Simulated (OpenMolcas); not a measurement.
```
&GATEWAY
Basis set
Mn.ANO-RCC-VTZP.
Mn1 0.0 0.0 0.0 Angstrom
End of basis
Basis set
F.ANO-RCC-VDZP.
L1 2.033000 0.000000 0.000000 Angstrom
L2 0.000000 2.033000 0.000000 Angstrom
L3 0.000000 0.000000 2.033000 Angstrom
End of basis
Basis set
Na.EMB-AIMP.Ruiperez.7s4p.1s1p.ECP.Cs2NaYF6.
PseudoCharge
* 3 symmetry-unique lattice sites within 7.6 angstrom
End of basis
Basis set
Cs.EMB-AIMP.Ruiperez.0s.0s.ECP.Cs2NaYF6.
PseudoCharge
* 16 symmetry-unique lattice sites within 7.6 angstrom
End of basis
Basis set
F.EMB-AIMP.Ruiperez.0s.0s.ECP.Cs2NaYF6.
PseudoCharge
* 27 symmetry-unique lattice sites within 7.6 angstrom
End of basis
Basis set
Y.EMB-AIMP.Ruiperez.0s.0s.ECP.Cs2NaYF6.
PseudoCharge
* 6 symmetry-unique lattice sites within 7.6 angstrom
End of basis
Symmetry
XYZ
AngMom=0.0 0.0 0.0
AMFI
RICD
XField
1537 Angstrom 0
* Evjen-weighted lattice charges
&SEWARD
&RASSCF
FileOrb=start.orb
Symmetry=1
Spin=5
nActEl=4 0 0
Inactive=18 21
Ras2=5 0
CIRoot=5 5 1
SDav=5
CIMx=300
Iter=150 100
PrWF=0.3
OrbListing=Nothing
MaxOrb=1
LevShft=1.0
>>> COPY $Project.JobIph JOB001
&RASSCF
FileOrb=start.orb
Symmetry=1
Spin=3
nActEl=4 0 0
Inactive=18 21
Ras2=5 0
CIRoot=45 45 1
SDav=45
CIMx=300
Iter=150 100
PrWF=0.3
OrbListing=Nothing
MaxOrb=0
LevShft=1.0
>>> COPY $Project.JobIph JOB002
&RASSCF
FileOrb=start.orb
Symmetry=1
Spin=1
nActEl=4 0 0
Inactive=18 21
Ras2=5 0
CIRoot=50 50 1
SDav=50
CIMx=300
Iter=150 100
PrWF=0.3
OrbListing=Nothing
MaxOrb=0
LevShft=1.0
>>> COPY $Project.JobIph JOB003
&RASSI
NrOfJobIphs=3 5 45 50
1 2 3 4 5
1 2 3 4 5 6 7 8 9 10 11 12 13 14 15 16 17 18 19 20 21 22 23 24 25 26 27
28 29 30 31 32 33 34 35 36 37 38 39 40 41 42 43 44 45
1 2 3 4 5 6 7 8 9 10 11 12 13 14 15 16 17 18 19 20 21 22 23 24 25 26 27
28 29 30 31 32 33 34 35 36 37 38 39 40 41 42 43 44 45 46 47 48 49 50
IphNames
JOB001
JOB002
JOB003
EJob
SpinOrbit
DIPRint=1.0
SOCoupling=1000.0
Subsets=2
Property=9
'ANGMOM' 1 'ANGMOM' 2 'ANGMOM' 3 'MLTPL  1' 1 'MLTPL  1' 2 'MLTPL  1' 3
'AMFI' 1 'AMFI' 2 'AMFI' 3
SOProperty=3
'ANGMOM' 1 'ANGMOM' 2 'ANGMOM' 3
>>> COPY JOB001 $Project.JobIph
&CASPT2
Multistate=5 1 2 3 4 5
NoMult
Frozen=5 6
IPEA=0.25
Imaginary=0.1
MaxIter=60
WThr=0.0 0.3 0.05
PrWF=0.5
NoMix
>>> COPY JOB002 $Project.JobIph
&CASPT2
Multistate=45 1 2 3 4 5 6 7 8 9 10 11 12 13 14 15 16 17 18 19 20 21 22
23 24 25 26 27 28 29 30 31 32 33 34 35 36 37 38 39 40 41 42 43 44 45
NoMult
Frozen=5 6
IPEA=0.25
Imaginary=0.1
MaxIter=60
WThr=0.0 0.3 0.05
PrWF=0.5
NoMix
>>> COPY JOB003 $Project.JobIph
&CASPT2
Multistate=50 1 2 3 4 5 6 7 8 9 10 11 12 13 14 15 16 17 18 19 20 21 22
23 24 25 26 27 28 29 30 31 32 33 34 35 36 37 38 39 40 41 42 43 44 45 46
47 48 49 50
NoMult
Frozen=5 6
IPEA=0.25
Imaginary=0.1
MaxIter=60
WThr=0.0 0.3 0.05
PrWF=0.5
NoMix
```

Launched with:
```bash
OMP_NUM_THREADS=1 MOLCAS_MEM=2457 MOLCAS_PROJECT=a pymolcas a.inp > a.log  # once for each step of the input, in one work folder
```

The CASPT2 energies were then put on the diagonal of the RASSI spin-orbit matrix.

Level of the calculation: state-averaged SS-CASPT2, IPEA shift 0.25, imaginary shift 0.1 hartree, closed shells 3s 3p correlated, active space 4 electrons in the shell 3d, basis ANO-RCC-VTZP on the metal and ANO-RCC-VDZP on the ligands, DKH2 scalar Hamiltonian, spin-orbit coupling by RASSI with atomic mean-field integrals (OpenMolcas). Powder susceptibility by Van Vleck's formula.

Mn³⁺ (3d⁴) as a dopant in Cs₂NaYF₆, a cluster with its 6 nearest F⁻ at 2.033 Å (octahedron) embedded in model potentials and point charges; the geometry was set, not optimised. The cluster and the levels that result:

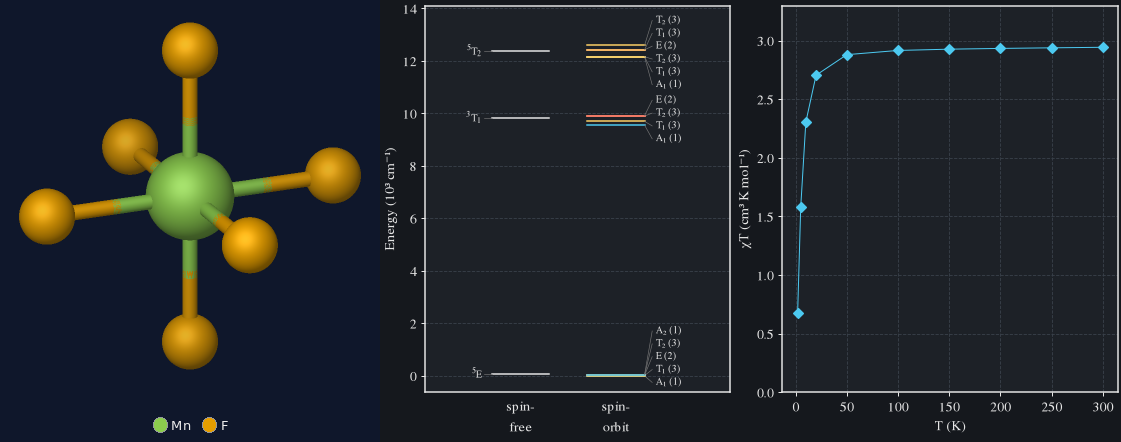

Labels give the representation in O, Td, D4 or D3 as the site allows (double group for half-integer spin) where it could be assigned and, in brackets, the degeneracy; spin-free states, where drawn, share the zero of the spin-orbit levels.

The ground level is A₁, non-degenerate, 100 % from states of spin multiplicity 5. The next level lies at 12 cm⁻¹ (T₁). The lowest spin-free state is ⁵E, from the free-ion D term; of the same spin there follows at 12,300 cm⁻¹ (⁵T₂) above it. χT is 0.677 cm³ K mol⁻¹ at 2 K and 2.94 at 300 K, an effective moment of 4.85 μB.

Limits of the model: orbital doublet at a regular site, Jahn-Teller distortion not allowed for; small active space favours high spin, ground spin may be wrong; the geometry is set by hand, with no relaxation and no charge compensation.
